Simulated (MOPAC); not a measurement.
Frequency calculation of CH4FInO (part 2 of 2)

CH4FInO, SMILES [CH3][In]([OH])[F]; PM6-D3, closed shell, dispersion D3 (MOPAC 23.2.5). The geometry was optimised with PM6-D3.

Log, continued
```
 VIBRATION          4    2A"         ATOM PAIR     ENERGY CONTRIBUTION    RADIAL
 FREQUENCY           145.30         C 1 -- H 5         +30.1% (303.9%)     27.2%
 TRANSITION DIPOLE   0.2969         C 1 -- H 7         +30.1% (303.8%)     30.8%
 TRAVEL (Ang.)       0.3223         C 1 -- H 6         +25.3% (278.9%)      0.0%
 REDUCED MASS        4.4684         C 1 -- In2         +12.8% (197.8%)      0.0%
 EFFECTIVE MASS     48.4199
 FORCE CONSTANT      0.0556

 VIBRATION          5    3A"         ATOM PAIR     ENERGY CONTRIBUTION    RADIAL
 FREQUENCY           235.06         O 3 -- H 8         +50.3% ( 99.6%)      0.0%
 TRANSITION DIPOLE   0.9375         In2 -- H 8         +41.8% ( 90.8%)      0.0%
 TRAVEL (Ang.)       0.5495         C 1 -- H 7          +2.0% ( 19.7%)     66.8%
 REDUCED MASS        0.9499         C 1 -- H 5          +2.0% ( 19.7%)     66.4%
 EFFECTIVE MASS      2.0158
 FORCE CONSTANT      0.0309

 VIBRATION          6    3A'         ATOM PAIR     ENERGY CONTRIBUTION    RADIAL
 FREQUENCY           604.87         C 1 -- In2         +28.1% (113.0%)    100.0%
 TRANSITION DIPOLE   0.2192         C 1 -- H 6         +21.9% ( 99.8%)      9.8%
 TRAVEL (Ang.)       0.1382         C 1 -- H 7         +21.8% ( 99.5%)     10.7%
 REDUCED MASS        5.8344         C 1 -- H 5         +21.8% ( 99.5%)     10.6%
 EFFECTIVE MASS     16.5840
 FORCE CONSTANT      1.2577

 VIBRATION          7    4A'         ATOM PAIR     ENERGY CONTRIBUTION    RADIAL
 FREQUENCY           697.99         In2 -- O 3         +42.8% ( 96.0%)     96.3%
 TRANSITION DIPOLE   1.8632         O 3 -- H 8         +28.6% ( 78.5%)      4.9%
 TRAVEL (Ang.)       0.0970         In2 -- H 8          +6.9% ( 38.5%)     70.4%
 REDUCED MASS       10.2744         C 1 -- In2          +6.8% ( 38.3%)     94.5%
 EFFECTIVE MASS     25.4672
 FORCE CONSTANT      2.9492

 VIBRATION          8    5A'         ATOM PAIR     ENERGY CONTRIBUTION    RADIAL
 FREQUENCY           722.72         In2 -- F 4         +67.8% ( 92.7%)     99.8%
 TRANSITION DIPOLE   1.2632         In2 -- O 3         +11.3% ( 37.9%)     69.6%
 TRAVEL (Ang.)       0.0858         O 3 -- H 8          +6.3% ( 28.3%)      2.1%
 REDUCED MASS       12.6819         C 1 -- In2          +4.5% ( 23.9%)     45.8%
 EFFECTIVE MASS     28.5576
 FORCE CONSTANT      3.9028

 VIBRATION          9    4A"         ATOM PAIR     ENERGY CONTRIBUTION    RADIAL
 FREQUENCY           762.31         C 1 -- H 5         +37.6% ( 86.3%)      8.8%
 TRANSITION DIPOLE   0.6436         C 1 -- H 7         +37.6% ( 86.3%)      8.2%
 TRAVEL (Ang.)       0.4007         C 1 -- H 6         +15.4% ( 55.4%)      0.0%
 REDUCED MASS        0.5509         C 1 -- In2          +9.4% ( 43.2%)      0.0%
 EFFECTIVE MASS      3.0169
 FORCE CONSTANT      0.1886

 VIBRATION         10    6A'         ATOM PAIR     ENERGY CONTRIBUTION    RADIAL
 FREQUENCY           796.63         C 1 -- H 6         +45.5% ( 92.3%)      9.8%
 TRANSITION DIPOLE   0.7320         C 1 -- H 7         +21.8% ( 63.8%)      4.4%
 TRAVEL (Ang.)       0.4007         C 1 -- H 5         +21.8% ( 63.8%)      3.5%
 REDUCED MASS        0.5273         C 1 -- In2          +8.7% ( 40.3%)      0.2%
 EFFECTIVE MASS      3.5040
 FORCE CONSTANT      0.1971

 VIBRATION         11    7A'         ATOM PAIR     ENERGY CONTRIBUTION    RADIAL
 FREQUENCY           927.77         O 3 -- H 8         +50.8% ( 98.3%)      9.2%
 TRANSITION DIPOLE   0.4703         In2 -- H 8         +47.1% ( 94.6%)     55.7%
 TRAVEL (Ang.)       0.2790         In2 -- O 3          +1.5% ( 16.8%)     17.8%
 REDUCED MASS        0.9339         C 1 -- H 6          +0.2% (  6.5%)      4.0%
 EFFECTIVE MASS      2.1844
 FORCE CONSTANT      0.4736

 VIBRATION         12    8A'         ATOM PAIR     ENERGY CONTRIBUTION    RADIAL
 FREQUENCY          1220.67         C 1 -- H 5         +32.8% ( 54.7%)      2.0%
 TRANSITION DIPOLE   0.5630         C 1 -- H 7         +32.8% ( 54.7%)      2.3%
 TRAVEL (Ang.)       0.3323         C 1 -- H 6         +27.6% ( 50.2%)      0.2%
 REDUCED MASS        0.5003         C 1 -- In2          +6.8% ( 24.9%)     95.5%
 EFFECTIVE MASS      2.0890
 FORCE CONSTANT      0.4392

 VIBRATION         13    9A'         ATOM PAIR     ENERGY CONTRIBUTION    RADIAL
 FREQUENCY          1255.81         C 1 -- H 5         +44.3% ( 58.5%)      0.4%
 TRANSITION DIPOLE   0.6177         C 1 -- H 7         +35.8% ( 52.6%)      2.3%
 TRAVEL (Ang.)       0.3659         C 1 -- H 6         +14.6% ( 33.7%)     28.0%
 REDUCED MASS        0.4010         C 1 -- In2          +5.2% ( 20.0%)      7.7%
 EFFECTIVE MASS      1.6320
 FORCE CONSTANT      0.3726

 VIBRATION         14    5A"         ATOM PAIR     ENERGY CONTRIBUTION    RADIAL
 FREQUENCY          1255.84         C 1 -- H 6         +54.7% ( 64.1%)      0.2%
 TRANSITION DIPOLE   0.6218         C 1 -- H 7         +24.6% ( 43.0%)      6.7%
 TRAVEL (Ang.)       0.3511         C 1 -- H 5         +15.8% ( 34.5%)     17.3%
 REDUCED MASS        0.4356         C 1 -- In2          +4.9% ( 19.2%)      0.1%
 EFFECTIVE MASS      1.5688
 FORCE CONSTANT      0.4048

 VIBRATION         15   10A'         ATOM PAIR     ENERGY CONTRIBUTION    RADIAL
 FREQUENCY          2467.85         O 3 -- H 8         +52.5% (100.0%)     97.8%
 TRANSITION DIPOLE   1.4435         In2 -- H 8         +47.2% ( 94.8%)     59.9%
 TRAVEL (Ang.)       0.1697         In2 -- O 3          +0.2% (  6.4%)     31.1%
 REDUCED MASS        0.9485
 EFFECTIVE MASS      1.3633
 FORCE CONSTANT      3.4034

 VIBRATION         16    6A"         ATOM PAIR     ENERGY CONTRIBUTION    RADIAL
 FREQUENCY          2699.29         C 1 -- H 7         +49.1% ( 72.3%)     96.8%
 TRANSITION DIPOLE   0.7694         C 1 -- H 5         +49.1% ( 72.3%)     97.9%
 TRAVEL (Ang.)       0.2212         C 1 -- In2          +0.9% ( 10.0%)      0.0%
 REDUCED MASS        0.5104         C 1 -- H 6          +0.9% (  9.7%)      0.0%
 EFFECTIVE MASS      1.5033
 FORCE CONSTANT      2.1912

 VIBRATION         17   11A'         ATOM PAIR     ENERGY CONTRIBUTION    RADIAL
 FREQUENCY          2704.97         C 1 -- H 6         +61.1% ( 80.5%)     99.3%
 TRANSITION DIPOLE   0.7829         C 1 -- H 5         +19.0% ( 44.9%)     85.4%
 TRAVEL (Ang.)       0.2298         C 1 -- H 7         +19.0% ( 44.9%)     88.1%
 REDUCED MASS        0.4720         C 1 -- In2          +0.9% (  9.9%)      0.1%
 EFFECTIVE MASS      1.4939
 FORCE CONSTANT      2.0347

 VIBRATION         18   12A'         ATOM PAIR     ENERGY CONTRIBUTION    RADIAL
 FREQUENCY          2781.82         C 1 -- H 6         +38.0% ( 59.3%)     97.2%
 TRANSITION DIPOLE   0.6379         C 1 -- H 5         +30.9% ( 53.4%)     96.2%
 TRAVEL (Ang.)       0.2709         C 1 -- H 7         +30.9% ( 53.4%)     96.0%
 REDUCED MASS        0.3304         C 1 -- In2          +0.2% (  3.9%)     98.8%
 EFFECTIVE MASS      1.1081
 FORCE CONSTANT      1.5063

      SYMMETRY NUMBER FOR POINT-GROUP Cs  =  1

          SYSTEM IS A GROUND STATE

 job CH4FInO

          MOLECULE IS NOT LINEAR

          THERE ARE 18 GENUINE VIBRATIONS IN THIS SYSTEM
          THIS THERMODYNAMICS CALCULATION IS LIMITED TO
          MOLECULES WHICH HAVE NO INTERNAL ROTATIONS

                    CALCULATED THERMODYNAMIC PROPERTIES
                                          *
   TEMP. (K)   PARTITION FUNCTION   H.O.F.    ENTHALPY  HEAT CAPACITY ENTROPY
                                   KCAL/MOL   CAL/MOLE    CAL/K/MOL  CAL/K/MOL

 298.00  VIB.     0.3855D+02                  2419.9125    14.4858    15.3775
         ROT.     0.1273D+06                   888.2803     2.9808    26.3386
         INT.     0.4906D+07                  3308.1928    17.4666    41.7161
         TRA.     0.2065D+28                  1480.4672     4.9680    41.2240
         TOT.                      -96.911    4788.6599    22.4346    82.9401

 200.00  VIB.     0.9528D+01                  1182.5649    10.7343    10.3924
         ROT.     0.6998D+05                   596.1613     2.9808    25.1499
         INT.     0.6667D+06                  1778.7262    13.7151    35.5423
         TRA.     0.1135D+28                   993.6021     4.9680    39.2429
         TOT.                      -98.927    2772.3284    18.6831    74.7852

 210.00  VIB.     0.1105D+02                  1291.8309    11.1194    10.9254
         ROT.     0.7529D+05                   625.9693     2.9808    25.2954
         INT.     0.8318D+06                  1917.8002    14.1002    36.2208
         TRA.     0.1222D+28                  1043.2822     4.9680    39.4853
         TOT.                      -98.738    2961.0824    19.0682    75.7060

 220.00  VIB.     0.1279D+02                  1404.9615    11.5071    11.4516
         ROT.     0.8073D+05                   655.7774     2.9808    25.4340
         INT.     0.1033D+07                  2060.7389    14.4879    36.8856
         TRA.     0.1310D+28                  1092.9623     4.9680    39.7164
         TOT.                      -98.546    3153.7013    19.4559    76.6020

 230.00  VIB.     0.1480D+02                  1521.9769    11.8961    11.9717
         ROT.     0.8630D+05                   685.5855     2.9808    25.5665
         INT.     0.1277D+07                  2207.5624    14.8769    37.5382
         TRA.     0.1400D+28                  1142.6424     4.9680    39.9372
         TOT.                      -98.349    3350.2048    19.8449    77.4754

 240.00  VIB.     0.1709D+02                  1642.8841    12.2852    12.4862
         ROT.     0.9199D+05                   715.3935     2.9808    25.6934
         INT.     0.1572D+07                  2358.2776    15.2660    38.1796
         TRA.     0.1493D+28                  1192.3226     4.9680    40.1486
         TOT.                      -98.149    3550.6002    20.2340    78.3283

 250.00  VIB.     0.1972D+02                  1767.6774    12.6731    12.9956
         ROT.     0.9780D+05                   745.2016     2.9808    25.8151
         INT.     0.1928D+07                  2512.8790    15.6539    38.8107
         TRA.     0.1587D+28                  1242.0027     4.9680    40.3514
         TOT.                      -97.944    3754.8816    20.6220    79.1621

 260.00  VIB.     0.2272D+02                  1896.3391    13.0587    13.5002
         ROT.     0.1037D+06                   775.0097     2.9808    25.9320
         INT.     0.2357D+07                  2671.3488    16.0395    39.4322
         TRA.     0.1683D+28                  1291.6828     4.9680    40.5463
         TOT.                      -97.736    3963.0315    21.0075    79.9784

 270.00  VIB.     0.2615D+02                  2028.8406    13.4409    14.0002
         ROT.     0.1098D+06                   804.8177     2.9808    26.0445
         INT.     0.2870D+07                  2833.6583    16.4217    40.0447
         TRA.     0.1781D+28                  1341.3629     4.9680    40.7338
         TOT.                      -97.524    4175.0212    21.3897    80.7785

 280.00  VIB.     0.3007D+02                  2165.1433    13.8188    14.4959
         ROT.     0.1159D+06                   834.6258     2.9808    26.1529
         INT.     0.3485D+07                  2999.7691    16.7996    40.6487
         TRA.     0.1881D+28                  1391.0430     4.9680    40.9145
         TOT.                      -97.308    4390.8120    21.7676    81.5632

 290.00  VIB.     0.3453D+02                  2305.2002    14.1916    14.9873
         ROT.     0.1222D+06                   864.4339     2.9808    26.2575
         INT.     0.4219D+07                  3169.6340    17.1725    41.2448
         TRA.     0.1982D+28                  1440.7231     4.9680    41.0888
         TOT.                      -97.089    4610.3571    22.1405    82.3336

 300.00  VIB.     0.3962D+02                  2448.9570    14.5587    15.4746
         ROT.     0.1286D+06                   894.2419     2.9808    26.3585
         INT.     0.5093D+07                  3343.1989    17.5395    41.8331
         TRA.     0.2086D+28                  1490.4032     4.9680    41.2572
         TOT.                      -96.866    4833.6021    22.5075    83.0904

 310.00  VIB.     0.4541D+02                  2596.3535    14.9195    15.9579
         ROT.     0.1350D+06                   924.0500     2.9808    26.4563
         INT.     0.6132D+07                  3520.4034    17.9003    42.4142
         TRA.     0.2191D+28                  1540.0833     4.9680    41.4201
         TOT.                      -96.639    5060.4867    22.8683    83.8343

 320.00  VIB.     0.5200D+02                  2747.3244    15.2736    16.4372
         ROT.     0.1416D+06                   953.8580     2.9808    26.5509
         INT.     0.7364D+07                  3701.1825    18.2544    42.9881
         TRA.     0.2298D+28                  1589.7634     4.9680    41.5779
         TOT.                      -96.408    5290.9459    23.2224    84.5659

 330.00  VIB.     0.5948D+02                  2901.8010    15.6206    16.9125
         ROT.     0.1483D+06                   983.6661     2.9808    26.6426
         INT.     0.8822D+07                  3885.4671    18.6014    43.5551
         TRA.     0.2406D+28                  1639.4435     4.9680    41.7307
         TOT.                      -96.174    5524.9106    23.5694    85.2859

 340.00  VIB.     0.6799D+02                  3059.7114    15.9603    17.3839
         ROT.     0.1551D+06                  1013.4742     2.9808    26.7316
         INT.     0.1055D+08                  4073.1856    18.9411    44.1155
         TRA.     0.2517D+28                  1689.1236     4.9680    41.8790
         TOT.                      -95.937    5762.3092    23.9091    85.9945

 350.00  VIB.     0.7764D+02                  3220.9821    16.2926    17.8513
         ROT.     0.1620D+06                  1043.2822     2.9808    26.8180
         INT.     0.1258D+08                  4264.2643    19.2734    44.6694
         TRA.     0.2629D+28                  1738.8037     4.9680    42.0231
         TOT.                      -95.696    6003.0680    24.2414    86.6924

 360.00  VIB.     0.8859D+02                  3385.5381    16.6174    18.3149
         ROT.     0.1690D+06                  1073.0903     2.9808    26.9020
         INT.     0.1497D+08                  4458.6284    19.5982    45.2169
         TRA.     0.2742D+28                  1788.4838     4.9680    42.1630
         TOT.                      -95.452    6247.1123    24.5662    87.3799

 370.00  VIB.     0.1010D+03                  3553.3043    16.9346    18.7745
         ROT.     0.1761D+06                  1102.8984     2.9808    26.9837
         INT.     0.1778D+08                  4656.2027    19.9154    45.7582
         TRA.     0.2857D+28                  1838.1639     4.9680    42.2991
         TOT.                      -95.205    6494.3666    24.8834    88.0573

 380.00  VIB.     0.1150D+03                  3724.2054    17.2444    19.2303
         ROT.     0.1833D+06                  1132.7064     2.9808    27.0632
         INT.     0.2108D+08                  4856.9119    20.2252    46.2934
         TRA.     0.2974D+28                  1887.8440     4.9680    42.4316
         TOT.                      -94.955    6744.7559    25.1932    88.7251

 390.00  VIB.     0.1309D+03                  3898.1667    17.5467    19.6821
         ROT.     0.1906D+06                  1162.5145     2.9808    27.1406
         INT.     0.2495D+08                  5060.6812    20.5275    46.8227
         TRA.     0.3092D+28                  1937.5242     4.9680    42.5607
         TOT.                      -94.701    6998.2054    25.4955    89.3834

 400.00  VIB.     0.1489D+03                  4075.1146    17.8417    20.1301
         ROT.     0.1979D+06                  1192.3226     2.9808    27.2161
         INT.     0.2947D+08                  5267.4372    20.8225    47.3462
         TRA.     0.3211D+28                  1987.2043     4.9680    42.6864
         TOT.                      -94.445    7254.6414    25.7905    90.0326

   *: NOTE: HEATS OF FORMATION ARE RELATIVE TO THE
            ELEMENTS IN THEIR STANDARD STATE AT 298K
              (=  Standard Enthalpy of Formation).

            Hvib:  Zero-point energy is not included.
                   frequencies of less than zero cm-1 are not included.
            Hrot = (3/2)RT
            Htra = (3/2)RT + pV = (5/2)RT

            Heat capacity is Cp, not Cv

           FORCE CONSTANT IN CARTESIAN COORDINATES (Millidynes/A)

    ATOM   CHEMICAL       X               Y               Z
   NUMBER   SYMBOL  FORCE CONSTANT  FORCE CONSTANT  FORCE CONSTANT

      1       C        4.539090        5.905633        5.865885
      2      In        6.234058        6.998134        0.680010
      3       O        2.196791        5.346489        0.087469
      4       F        1.631465        3.419199        0.052847
      5       H        0.904737        1.311961        2.959710
      6       H        0.930557        3.767166        0.535440
      7       H        0.904598        1.311931        2.959879
      8       H        0.947128        2.957728        0.029977

 *                    *
 * JOB ENDED NORMALLY *
 *                    *

 TOTAL JOB TIME:             0.08 SECONDS

 == MOPAC DONE ==
```

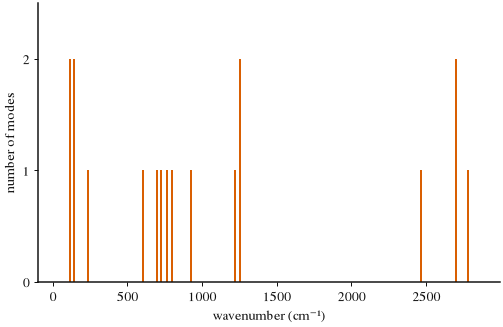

Figure 1. Harmonic vibrational wavenumbers from the force constants; neighbouring modes closer than 12 cm⁻¹ are counted in one stick. 18 modes from 114 to 2782 cm⁻¹, none imaginary.

This output came from the following input.

Input (ch4fino.mop)
```
FORCE THERMO PM6-D3 THREADS=1 AUX(PRECISION=6)
job CH4FInO

C     -1.189973 +1     0.578426 +1     0.017749 +1
In     0.591028 +1    -0.526523 +1    -0.361528 +1
O      2.267682 +1    -0.479837 +1     0.810924 +1
F      0.834548 +1    -1.730827 +1    -1.895880 +1
H     -0.957210 +1     1.637852 +1    -0.001458 +1
H     -1.917422 +1     0.343669 +1    -0.753809 +1
H     -1.577641 +1     0.298487 +1     0.991467 +1
H      2.181857 +1     0.091287 +1     1.554719 +1
```

Run as:
```bash
mopac ch4fino.mop
```

Results in brief

- outcome: converged
- heat of formation: −96.91 kcal/mol
- basis functions: 20
- zero-point energy: 0.044773 hartree
- wavenumbers, lowest and highest: 114 and 2782 cm⁻¹
- hardware: 1 thread of Arm Neoverse V1, 24 GiB of memory available, shared host
- peak memory: 0.073 GiB

Notes

MOPAC's energies along a path are heats of formation.
